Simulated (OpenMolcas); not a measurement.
# Multiconfigurational calculation, with input and output: Zr²⁺

Zr²⁺. Computed at this level: state-averaged RASSCF, active space 8 electrons in the shells 4p 4d; RAS1 4p with at most 2 holes, basis ANO-RCC-VTZP, DKH2 scalar Hamiltonian, spin-orbit coupling by RASSI with atomic mean-field integrals (OpenMolcas).

## Results in brief

```
                                 quantity                              value
                                  outcome                          converged
                             lowest level                            4d² ³F₂
                      first excited level  4d² ³F₃, 746 cm⁻¹ (measured: 681)
      energy of the lowest spin-free term                −3595.20852 hartree
    energy of the lowest spin-orbit level                −3595.21296 hartree
largest spread among components of a term                           0.0 cm⁻¹
                                 hardware          1 CPU thread, shared host
                                wall time                               31 s
```

## Notes

Against measured levels the run misses widely: 4d2 1D J = 2 comes out at 8,766 cm⁻¹ where 5,742 cm⁻¹ is measured. Without dynamic correlation the splittings between terms come out too large, often by 20 to 50 %. Caveats: extra active shells serve correlation only, their own levels not computed; only configurations of the active space are included.

## The input
```
&GATEWAY
Coord
1

Zr 0.0 0.0 0.0
Basis=ANO-RCC-VTZP
Group=XYZ
NoMove
AngMom=0.0 0.0 0.0
AMFI
&SEWARD
&RASSCF
FileOrb=start.orb
Symmetry=1
Spin=3
nActEl=2 0 0
Inactive=9 9
Ras2=5 0
CIRoot=10 10 1
SDav=10
CIMx=300
Iter=120 100
PrWF=0.3
OrbListing=Nothing
MaxOrb=0
Atom
>>> COPY $Project.JobIph JOBPRE
&RASSCF
FileOrb=start.orb
Symmetry=1
Spin=3
nActEl=8 2 0
Inactive=9 6
Ras1=0 3
Ras2=5 0
CIRoot=10 10 1
SDav=580
CIMx=300
Iter=120 100
PrWF=0.3
OrbListing=Nothing
MaxOrb=0
Thrs=2.0e-7 1.0e-1 5.0e-4
Atom
>>> COPY $Project.JobIph JOB001
&RASSCF
FileOrb=start.orb
Symmetry=1
Spin=1
nActEl=8 2 0
Inactive=9 6
Ras1=0 3
Ras2=5 0
CIRoot=15 15 1
SDav=450
CIMx=300
Iter=120 100
PrWF=0.3
OrbListing=Nothing
MaxOrb=0
Thrs=2.0e-7 1.0e-1 5.0e-4
Atom
>>> COPY $Project.JobIph JOB002
&RASSI
NrOfJobIphs=2 10 15
1 2 3 4 5 6 7 8 9 10
1 2 3 4 5 6 7 8 9 10 11 12 13 14 15
IphNames
JOB001
JOB002
EJob
SpinOrbit
DIPRint=1.0
SOCoupling=1000.0
Subsets=2
MEES
Property=10
'ANGMOM' 1 'ANGMOM' 2 'ANGMOM' 3 'MLTPL  1' 1 'MLTPL  1' 2 'MLTPL  1' 3
'AMFI' 1 'AMFI' 2 'AMFI' 3 'MLTPL  2' 6
SOProperty=3
'ANGMOM' 1 'ANGMOM' 2 'ANGMOM' 3
```

The file start.orb holds starting orbitals from an earlier step. A driver script formed the levels outside the program, from RASSI's spin-orbit matrix and the active-space energies, averaged over the components of each term or state.

Command:
```bash
OMP_NUM_THREADS=1 MOLCAS_MEM=1689 MOLCAS_PROJECT=a pymolcas a.inp > a.log  # once for each step of the input, in one work folder
```

## The program's output (extracts)
```
--- SEWARD ---
Basis set label: ZR.ANO-RCC...7S6P4D2F1G.

      Electronic valence basis set:
      ------------------
      Associated Effective Charge  40.000000 au
      Associated Actual Charge     40.000000 au
      Nuclear Model: Point charge

      Shell  nPrim  nBasis  Cartesian Spherical Contaminant
         s      21       7        X
         p      18       6        X
         d      13       4                 X
         f       6       2                 X
         g       4       1                 X
                  Relativistic Douglas-Kroll-Hess integrals:
                    - DKH order of Hamiltonian: 2
                    - DKH order of Properties : 0
                  Atomic mean-field integrals
--- RASSCF ---
Wave function specifications:
      -----------------------------

      Number of closed shell electrons          30
      Number of electrons in active shells       8
      Max number of holes in RAS1 space          2
      Max nr of electrons in RAS3 space          0
      Number of inactive orbitals               15
      Number of active orbitals                  8
      Number of secondary orbitals              45
      Spin quantum number                      1.0
      State symmetry                             1
Orbital specifications:
      -----------------------

      Symmetry species                           1   2
                                                ag  au
      Frozen orbitals                            0   0
      Inactive orbitals                          9   6
      Active orbitals                            5   3
      RAS1 orbitals                              0   3
      RAS2 orbitals                              5   0
      RAS3 orbitals                              0   0
      Secondary orbitals                        22  23
      Deleted orbitals                           0   0
      Number of basis functions                 36  32
      Number of CSFs                           580
      Number of root(s) required                10
      Iter CI   SX   CI       RASSCF       Energy    max ROT     max BLB   max BLB  Level Ln srch  Step   QN
          iter iter root      energy       change     param      element    value   shift minimum  type update
 Nr of preliminary CI iterations:   1
      Total energies have been shifted. Add                -3000.00 au
        1   1    8    0  -595.19378827    0.00E+00   3.61E-02   13  21 1  9.03E-03*  0.00   0.00    SX    NO
        2   1    8    0  -595.19537907   -1.59E-03*  8.31E-03    7  13 2  1.01E-02*  0.00   0.00    SX    NO
        3   1    8    0  -595.19550094   -1.22E-04*  5.33E-03    7  13 2 -2.54E-03*  0.00   0.00    SX    NO
        4   1    8    0  -595.19552241   -2.15E-05*  2.26E-03    7  13 2  1.64E-03*  0.00   0.00    SX    NO
        5   1    8    0  -595.19552696   -4.55E-06*  7.59E-04    7  13 2 -7.16E-04*  0.00   0.68    QN   YES
        6   1    5    0  -595.19552831   -1.35E-06*  1.26E-05    9  15 1 -1.06E-05   0.00   1.01    QN   YES
        7   1    4    0  -595.19552831   -4.29E-10   1.15E-06    6  26 1  1.81E-06   0.00   1.16    QN   YES
      Convergence after  7 iterations
        8   1    4    0  -595.19552831   -1.46E-11   1.15E-06    6  26 1 -4.05E-07   0.00   1.16    QN   YES
      Natural orbitals and occupation numbers for root  1
      sym 1:   0.008324   0.012930   0.998420   0.012894   0.998423
      sym 2:   1.989770   1.989565   1.989674
      Natural orbitals and occupation numbers for root  2
      sym 1:   0.203205   0.008274   0.808063   0.808156   0.203293
      sym 2:   1.989107   1.989598   1.990303
      Natural orbitals and occupation numbers for root  3
      sym 1:   0.893208   0.893158   0.008353   0.118171   0.118103
      sym 2:   1.989719   1.990118   1.989172
::    RASSCF root number  1 Total energy:  -3595.20851505
::    RASSCF root number  2 Total energy:  -3595.20851505
::    RASSCF root number  3 Total energy:  -3595.20851505
::    RASSCF root number  4 Total energy:  -3595.20851505
::    RASSCF root number  5 Total energy:  -3595.20851505
::    RASSCF root number  6 Total energy:  -3595.20851505
::    RASSCF root number  7 Total energy:  -3595.20851505
::    RASSCF root number  8 Total energy:  -3595.16522592
::    RASSCF root number  9 Total energy:  -3595.16522592
::    RASSCF root number 10 Total energy:  -3595.16522592
--- RASSCF ---
Wave function specifications:
      -----------------------------

      Number of closed shell electrons          30
      Number of electrons in active shells       8
      Max number of holes in RAS1 space          2
      Max nr of electrons in RAS3 space          0
      Number of inactive orbitals               15
      Number of active orbitals                  8
      Number of secondary orbitals              45
      Spin quantum number                      0.0
      State symmetry                             1
Orbital specifications:
      -----------------------

      Symmetry species                           1   2
                                                ag  au
      Frozen orbitals                            0   0
      Inactive orbitals                          9   6
      Active orbitals                            5   3
      RAS1 orbitals                              0   3
      RAS2 orbitals                              5   0
      RAS3 orbitals                              0   0
      Secondary orbitals                        22  23
      Deleted orbitals                           0   0
      Number of basis functions                 36  32
      Number of CSFs                           450
      Number of root(s) required                15
      Iter CI   SX   CI       RASSCF       Energy    max ROT     max BLB   max BLB  Level Ln srch  Step   QN
          iter iter root      energy       change     param      element    value   shift minimum  type update
 Nr of preliminary CI iterations:   1
      Total energies have been shifted. Add                -3000.00 au
        1   1    7    0  -595.14998515    0.00E+00  -2.26E-02   11  19 1 -4.11E-03*  0.00   0.00    SX    NO
        2   1    8    0  -595.15032726   -3.42E-04*  6.76E-03    7  13 2 -4.67E-03*  0.00   0.00    SX    NO
        3   1    8    0  -595.15036913   -4.19E-05*  3.05E-03    7  13 2  1.77E-03*  0.00   0.00    SX    NO
        4   1    8    0  -595.15037617   -7.05E-06*  1.25E-03    7  13 2 -9.25E-04*  0.00   0.00    SX    NO
        5   1    7    0  -595.15037757   -1.40E-06*  3.84E-04    7  13 2  4.13E-04   0.00   0.69    QN   YES
        6   1    5    0  -595.15037793   -3.54E-07*  3.91E-06    9  17 1  3.94E-06   0.00   1.00    QN   YES
        7   1    4    0  -595.15037793   -2.77E-11  -4.83E-07    9  17 1 -1.42E-06   0.00   0.86    QN   YES
      Convergence after  7 iterations
        8   1    4    0  -595.15037793   -4.55E-12  -4.83E-07    9  17 1 -2.90E-07   0.00   0.86    QN   YES
      Natural orbitals and occupation numbers for root  1
      sym 1:   0.349783   0.577403   0.022588   0.505375   0.577128
      sym 2:   1.990791   1.988019   1.988913
      Natural orbitals and occupation numbers for root  2
      sym 1:   0.054747   0.276219   0.577403   0.546780   0.577128
      sym 2:   1.989335   1.987781   1.990607
      Natural orbitals and occupation numbers for root  3
      sym 1:   0.577128   0.577403   0.331952   0.516951   0.028843
      sym 2:   1.989015   1.990755   1.987953
::    RASSCF root number  1 Total energy:  -3595.17227578
::    RASSCF root number  2 Total energy:  -3595.17227578
::    RASSCF root number  3 Total energy:  -3595.17227578
::    RASSCF root number  4 Total energy:  -3595.17227578
::    RASSCF root number  5 Total energy:  -3595.17227578
::    RASSCF root number  6 Total energy:  -3595.14673362
::    RASSCF root number  7 Total energy:  -3595.14673362
::    RASSCF root number  8 Total energy:  -3595.14673362
::    RASSCF root number  9 Total energy:  -3595.14673362
::    RASSCF root number 10 Total energy:  -3595.14673362
::    RASSCF root number 11 Total energy:  -3595.14673362
::    RASSCF root number 12 Total energy:  -3595.14673362
::    RASSCF root number 13 Total energy:  -3595.14673362
::    RASSCF root number 14 Total energy:  -3595.14673362
::    RASSCF root number 15 Total energy:  -3595.07368740
--- RASSI ---
SPIN-FREE ENERGIES:
  (Shifted by EMIN (a.u.) =      -3595.2085150508)

 SF State       Relative EMIN(au)   Rel lowest level(eV)    D:o, cm**(-1)      L_eff

     1             0.0000000000        0.0000000000              0.0000         3.0
     2             0.0000000000        0.0000000000              0.0000         3.0
     3             0.0000000000        0.0000000000              0.0000         3.0
     4             0.0000000000        0.0000000000              0.0000         3.0
     5             0.0000000000        0.0000000000              0.0000         3.0
     6             0.0000000000        0.0000000000              0.0000         3.0
     7             0.0000000000        0.0000000000              0.0000         3.0
    11             0.0362392700        0.9861207743           7953.6004         2.0
    12             0.0362392700        0.9861207743           7953.6004         2.0
    13             0.0362392700        0.9861207743           7953.6004         2.0
    14             0.0362392700        0.9861207743           7953.6004         2.0
    15             0.0362392700        0.9861207743           7953.6004         2.0
    10             0.0432891329        1.1779573144           9500.8665         1.0
     8             0.0432891329        1.1779573144           9500.8665         1.0
     9             0.0432891329        1.1779573144           9500.8665         1.0
    16             0.0617814290        1.6811583273          13559.4564         4.0
    17             0.0617814290        1.6811583273          13559.4564         4.0
    18             0.0617814290        1.6811583273          13559.4564         4.0
    19             0.0617814290        1.6811583273          13559.4564         4.0
    20             0.0617814290        1.6811583273          13559.4564         4.0
    21             0.0617814290        1.6811583273          13559.4564         4.0
    22             0.0617814290        1.6811583273          13559.4564         4.0
    23             0.0617814290        1.6811583273          13559.4564         4.0
    24             0.0617814290        1.6811583273          13559.4564         4.0
    25             0.1348276474        3.6688471912          29591.2482         0.0
     Dipole printing threshold changed to   1.00000000E+00
Eigenvalues of complex Hamiltonian:
   -----------------------------------
  (Shifted by EMIN (a.u.) =      -3595.2085150508)

 SO State       Relative EMIN(au)   Rel lowest level(eV)    D:o, cm**(-1)     J-value

     1            -0.0044494470        0.0000000000              0.0000         1.4
     2            -0.0044494470        0.0000000000              0.0000         1.7
     3            -0.0044494470        0.0000000000              0.0000         1.6
     4            -0.0044494470        0.0000000000              0.0000         1.5
     5            -0.0044494470        0.0000000000              0.0000         1.6
     6            -0.0010485360        0.0925435039            746.4137         2.8
     7            -0.0010485360        0.0925435039            746.4137         2.1
     8            -0.0010485360        0.0925435039            746.4137         2.6
     9            -0.0010485360        0.0925435039            746.4137         2.2
    10            -0.0010485360        0.0925435039            746.4137         2.4
    11            -0.0010485360        0.0925435039            746.4137         2.1
    12            -0.0010485360        0.0925435039            746.4137         2.4
    13             0.0030720573        0.2046705589           1650.7794         3.5
    14             0.0030720573        0.2046705589           1650.7794         3.6
    15             0.0030720573        0.2046705589           1650.7794         3.4
    16             0.0030720573        0.2046705589           1650.7794         3.3
    17             0.0030720573        0.2046705589           1650.7794         3.8
    18             0.0030720573        0.2046705589           1650.7794         2.8
    19             0.0030720573        0.2046705589           1650.7794         2.5
    20             0.0030720573        0.2046705589           1650.7794         2.1
    21             0.0030720573        0.2046705589           1650.7794         3.3
    22             0.0354932024        1.0868948620           8766.3983         1.3
    23             0.0354932024        1.0868948620           8766.3983         1.8
    24             0.0354932024        1.0868948620           8766.3983         1.8
    25             0.0354932024        1.0868948620           8766.3983         1.3
    26             0.0354932024        1.0868948620           8766.3983         1.5
    27             0.0409582769        1.2356071161           9965.8435         0.0
    28             0.0422556674        1.2709109101          10250.5878         0.8
    29             0.0422556674        1.2709109101          10250.5878         0.7
    30             0.0422556674        1.2709109101          10250.5878         0.8
    31             0.0453239689        1.3544036464          10924.0021         1.4
    32             0.0453239689        1.3544036464          10924.0021         1.9
    33             0.0453239689        1.3544036464          10924.0021         1.7
    34             0.0453239689        1.3544036464          10924.0021         1.8
    35             0.0453239689        1.3544036464          10924.0021         1.0
    36             0.0618549798        1.8042353677          14552.1396         3.1
    37             0.0618549798        1.8042353677          14552.1396         3.3
    38             0.0618549798        1.8042353677          14552.1396         3.3
    39             0.0618549798        1.8042353677          14552.1396         2.5
    40             0.0618549798        1.8042353677          14552.1396         3.2
    41             0.0618549798        1.8042353677          14552.1396         3.0
Weights of the five most important spin-orbit-free states for each spin-orbit state.

 SO State  Total energy (au)           Spin-free states, spin, and weights
 -------------------------------------------------------------------------------------------------------
    1        -0.004449       7 1.0  0.2599    4 1.0  0.1467    2 1.0  0.1451    3 1.0  0.1416    5 1.0  0.1228
    2        -0.004449       2 1.0  0.2059    1 1.0  0.1905    7 1.0  0.1722    4 1.0  0.1428    3 1.0  0.1289
    3        -0.004449       5 1.0  0.2914    6 1.0  0.2276    3 1.0  0.1514    2 1.0  0.1149    7 1.0  0.1119
    4        -0.004449       1 1.0  0.2439    4 1.0  0.2128    3 1.0  0.1651    5 1.0  0.1291    2 1.0  0.1155
    5        -0.004449       6 1.0  0.1921    1 1.0  0.1732    4 1.0  0.1518    7 1.0  0.1350    2 1.0  0.1285
    6        -0.001049       7 1.0  0.3994    1 1.0  0.1952    6 1.0  0.1309    3 1.0  0.0910    4 1.0  0.0744
    7        -0.001049       7 1.0  0.2464    3 1.0  0.2123    1 1.0  0.2062    6 1.0  0.1241    4 1.0  0.0889
    8        -0.001049       2 1.0  0.4257    4 1.0  0.2144    3 1.0  0.1909    5 1.0  0.0518    7 1.0  0.0493
    9        -0.001049       6 1.0  0.2910    3 1.0  0.2401    2 1.0  0.2061    7 1.0  0.1545    4 1.0  0.0585
   10        -0.001049       5 1.0  0.3161    1 1.0  0.1985    4 1.0  0.1673    3 1.0  0.1043    6 1.0  0.0944
   11        -0.001049       5 1.0  0.3322    1 1.0  0.2638    6 1.0  0.1682    4 1.0  0.0933    7 1.0  0.0914
   12        -0.001049       4 1.0  0.3033    5 1.0  0.1860    6 1.0  0.1693    2 1.0  0.1486    3 1.0  0.1257
```

## Spin-orbit levels, grouped by J and assigned

| Configuration | Level | E (eV) | LS purity (%) | Landé g |
| --- | --- | --- | --- | --- |
| 4d² | ³F₂ | 0 | 99 | 0.668 |
| 4d² | ³F₃ | 0.09254 | 100 | 1.084 |
| 4d² | ³F₄ | 0.2047 | 100 | 1.250 |
| 4d² | ¹D₂ | 1.087 | 89 | 1.049 |
| 4d² | ³P₀ | 1.236 | 100 | – |
| 4d² | ³P₁ | 1.271 | 100 | 1.501 |
| 4d² | ³P₂ | 1.354 | 90 | 1.450 |
| 4d² | ¹G₄ | 1.804 | 100 | 1.000 |
| 4d² | ¹S₀ | 3.797 | 100 | – |

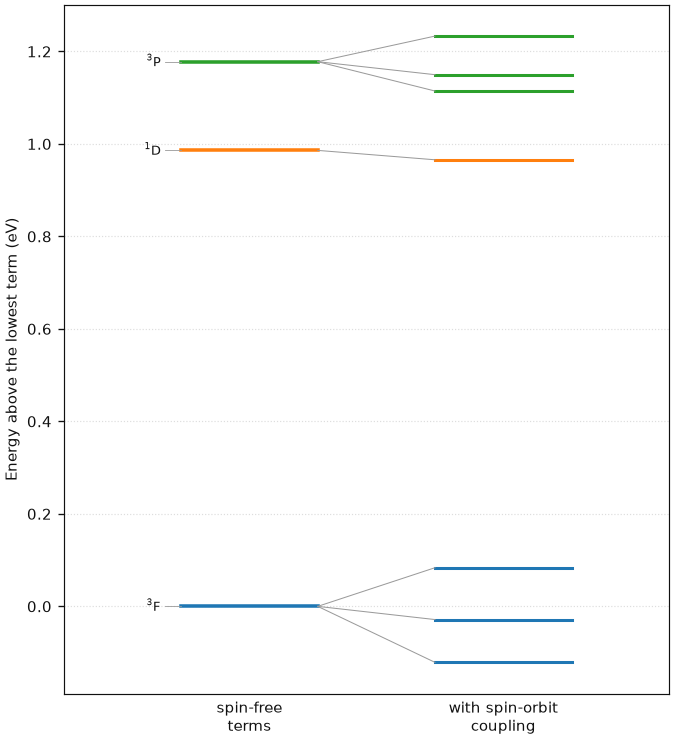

Fig. 1: Terms of Zr²⁺ (zirconium, Z = 40) without and with spin-orbit coupling; the J values are left off. ³F (at 0) splits over 0.205 eV into J = 2, 3, 4 from the bottom up (normal); ¹D (at 0.986 eV) gives the one level J = 2; ³P (at 1.18 eV) splits over 0.119 eV into J = 0, 1, 2 from the bottom up (normal). The ground level lies 0.121 eV below the lowest term.

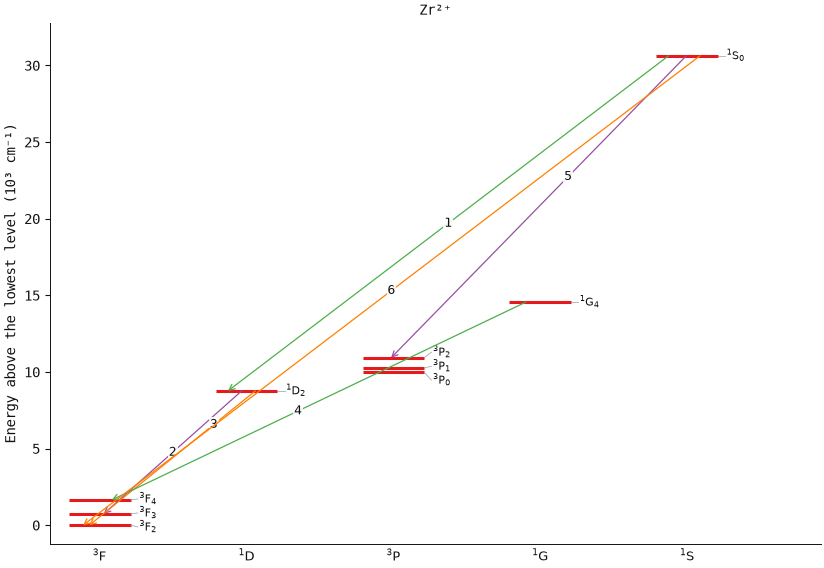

Fig. 2: Levels of Zr²⁺ (zirconium, Z = 40) with 6 numbered transitions. Rates are at computed energies.

```
No.    Upper    Lower  Type  λ (vacuum)  A (s⁻¹)
  1  4d² ¹S₀  4d² ¹D₂    E2      457 nm       12
  2  4d² ¹D₂  4d² ³F₃    M1     1250 nm     0.11
  3  4d² ¹D₂  4d² ³F₂    M1     1140 nm    0.075
  4  4d² ¹G₄  4d² ³F₄    M1      775 nm    0.091
  5  4d² ¹S₀  4d² ³P₂    E2      508 nm     0.96
  6  4d² ¹S₀  4d² ³F₂    E2      327 nm     0.16
```

Line 1 has the largest rate; it falls in the visible region.
